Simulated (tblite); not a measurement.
# C6H9ClSi: the cost of one run

Computed with tblite 0.8.0 and PySCF 2.14.0, with density-fitted response routines of our own, on a single molecule in the gas phase. Atoms are numbered from 0 throughout.

## 1. Starting geometry

17 atoms, charge 0, multiplicity 1; geometry from: force field or distance geometry start.

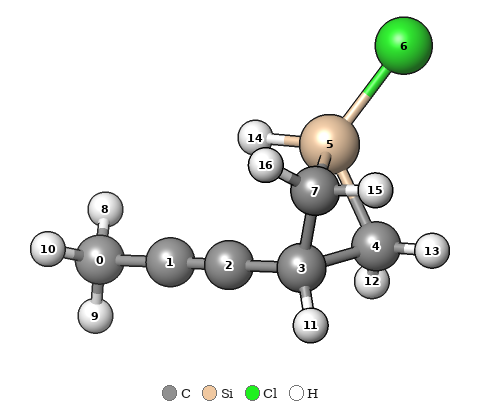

The starting geometry (carbon grey, silicon light orange, chlorine green, hydrogen white), atoms numbered.

## 2. Relaxing the molecule with GFN2-xTB

Job settings and geometry (Å):

```
{"job": {"kind": "relax", "xc": "GFN2-xTB", "basis": "xTB"}, "charge": 0, "multiplicity": 1}
C      3.100000     0.520600    -0.515900
C      1.721900    -0.013200    -0.508300
C      0.611000    -0.459500    -0.464100
C     -0.773900    -1.003200    -0.419800
C     -1.264700    -0.955300     1.049400
Si    -1.194500     0.893100     0.838400
Cl    -2.696700     2.018500     1.669600
C     -1.794800     0.029100    -0.709100
H      3.207400     1.365700     0.208100
H      3.817600    -0.254500    -0.194600
H      3.272900     0.879000    -1.528800
H     -0.887800    -2.016500    -0.838900
H     -0.448500    -1.355200     1.684400
H     -2.252900    -1.395900     1.165900
H      0.134100     1.496200     0.715500
H     -2.852300    -0.354300    -0.528000
H     -1.705800     0.617400    -1.633700
```

Command:

```
> OMP_NUM_THREADS=1 python probes_run.py task.json out
```

This one command runs all jobs of the session in turn.

Q: Estimate the wall time of this first job on 1 thread of Arm Neoverse N1, shared host.

About 1.4 s.
